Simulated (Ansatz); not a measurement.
**Single-point calculation, with input and output: C₈H₇N**

The run: single-point calculation of C₈H₇N, SMILES c1ccc2[nH]ccc2c1. Method and program: RKS PBE0-D4/def2-TZVPP (Ansatz 0.2.0).

The geometry comes from this level: PBE0-D4/def2-TZVP.

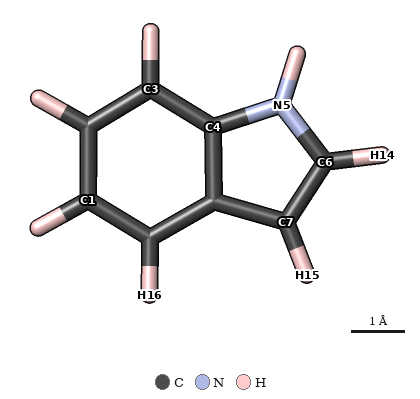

Figure 1. The input geometry (stick view, seen on its broad side; atoms are numbered from 1 in the order of the input).

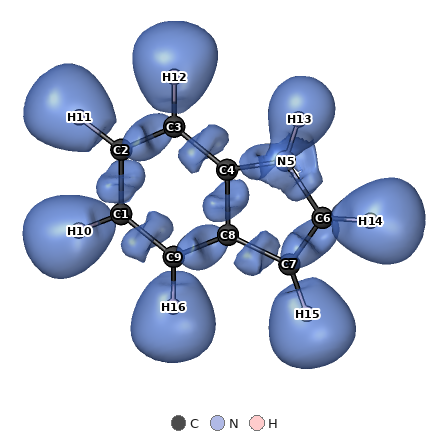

Figure 2. Isosurface of the ELF at 0.8 (blue), seen at a tilt. Core shells and regions of very low density are left out. The ELF exceeds this value in eight regions between bonded C–C atoms (shared pairs) and seven regions around hydrogen nuclei. Values along the shortest contacts: C–C (1.36 Å): the ELF peaks at about 0.95 between the atoms (a covalent bond). C–N (1.37 Å): the ELF peaks at about 0.90 between the atoms, which marks a covalent bond.

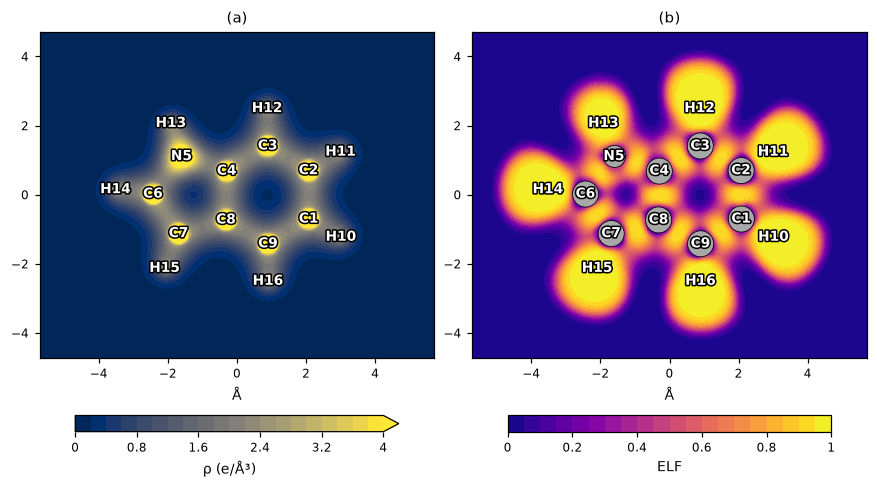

Figure 3. (a) electron density; (b) ELF on the molecular plane. Grey discs, where drawn, cover atomic cores. C–C (1.36 Å): ρ is about 2.3 e/Å³ halfway; the ELF peaks at about 0.95 between the atoms, which marks a shared electron pair. C–C (1.41 Å): ρ is about 2.1 e/Å³ halfway; the ELF peaks at about 0.95 between the atoms, which marks localised, shared-pair bonding.

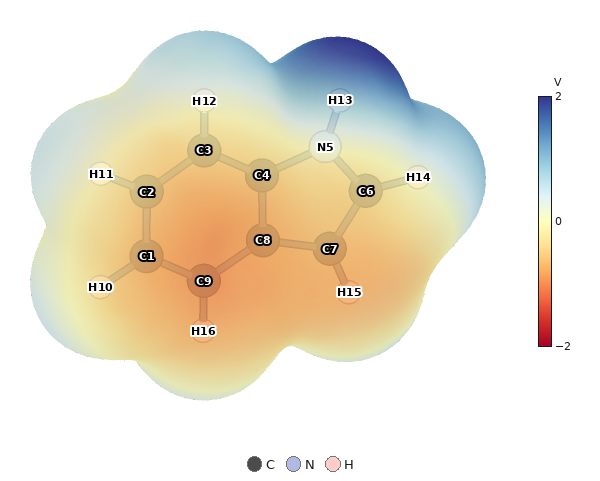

Figure 4. The electrostatic potential painted on the density surface at 0.001 e/bohr³, seen at a tilt; red is negative and blue positive.

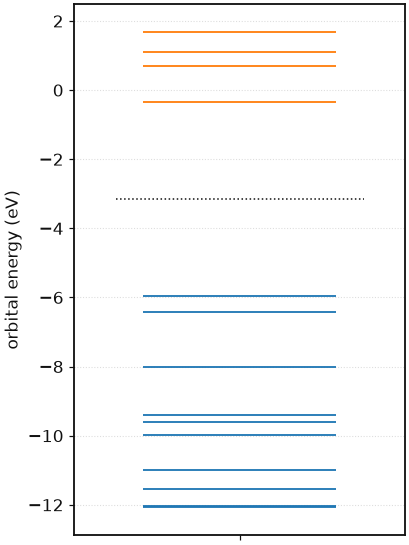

Figure 5. Orbital energies near the frontier; the dotted line parts filled from empty levels, and levels within 0.02 eV of each other stand side by side. Highest filled −5.96 eV, lowest empty −0.33 eV, 5.63 eV apart.

The input and output of the run follow.

**The input**
```yaml
crystal:
  periodic: [false, false, false]
  atoms:
    - {symbol: C, position_ang: [0.424185, -1.415465, 1.622380]}
    - {symbol: C, position_ang: [1.515598, -1.392178, 0.742577]}
    - {symbol: C, position_ang: [1.516784, -0.582331, -0.375075]}
    - {symbol: C, position_ang: [0.394418, 0.208805, -0.594322]}
    - {symbol: N, position_ang: [0.115343, 1.095071, -1.599647]}
    - {symbol: C, position_ang: [-1.124164, 1.642578, -1.391889]}
    - {symbol: C, position_ang: [-1.668409, 1.124754, -0.255122]}
    - {symbol: C, position_ang: [-0.717549, 0.202087, 0.278594]}
    - {symbol: C, position_ang: [-0.687086, -0.629374, 1.401509]}
    - {symbol: H, position_ang: [0.459065, -2.064213, 2.489888]}
    - {symbol: H, position_ang: [2.374276, -2.021997, 0.944123]}
    - {symbol: H, position_ang: [2.362239, -0.566181, -1.053974]}
    - {symbol: H, position_ang: [0.721782, 1.311068, -2.368453]}
    - {symbol: H, position_ang: [-1.525334, 2.368824, -2.081681]}
    - {symbol: H, position_ang: [-2.635229, 1.373378, 0.152951]}
    - {symbol: H, position_ang: [-1.525918, -0.654827, 2.088141]}
basis:
  gaussian: {orbitals: def2-TZVPP}
hamiltonian: {xc: pbe0, dispersion: d4}
output: {orbitals: {seedname: orbitals}}
```

Launched with:
```bash
ansatz run in.yaml --threads 2 --pin off --events-out ev --progress --plain --max-ram 32768MiB --backend cuda --devices 0, --max-vram 18GiB
```

**What the program printed**
```
Functional definition: PBE0
  name "PBE0"
  cite "Adamo & Barone, J. Chem. Phys. 110, 6158 (1999) doi:10.1063/1.478522"
  cite "Perdew, Burke & Ernzerhof, Phys. Rev. Lett. 77, 3865 (1996) doi:10.1103/PhysRevLett.77.3865"
  parent pbe
  parameter a = 0.25
  parameter kappa = 0.804
  parameter beta = 0.06672455060314922
  exchange = (1 - a)*pbe_x(kappa = kappa, mu = beta*pi^2/3) + a*exact_x
  correlation = pbe_c(beta = beta)
2008 factors; their error is unknown
mean field evaluation 1: about -9879.5489 eV, gradient 7.2e1 eV
mean field evaluation 2: about -9874.8554 eV, gradient 8.4e1 eV
mean field evaluation 4: about -9891.8508 eV, gradient 7.1e0 eV
mean field evaluation 8: about -9891.9735 eV, gradient 2.3e-1 eV
mean field evaluation 16: about -9891.9860 eV, gradient 6.5e-4 eV
mean field -9891.98603988 eV, -363.5237819367 hartree, gradient 4.6e-5 eV, S^2 0.000000; 0 other end points of the search recorded, 0 dependent functions left out
reference -9891.98607557 eV, -363.5237832480 hartree; 31, 31 occupied and 346, 346 virtual orbitals, 2008 factors
Total energy: -9892.40520821 eV, -363.5391860887 hartree
```

**Summary**

- outcome: converged
- total energy: −9892.4052 eV
- mean-field energy: −9891.9861 eV
- dispersion energy: −0.4191 eV
- SCF solution under orbital rotations: stable
- HOMO: −5.96 eV
- LUMO: −0.33 eV
- hardware: 2 CPU threads, shared host
- wall time: 11 s (CPU time 3.5 s; the host was busy)
- peak memory: 0.89 GiB
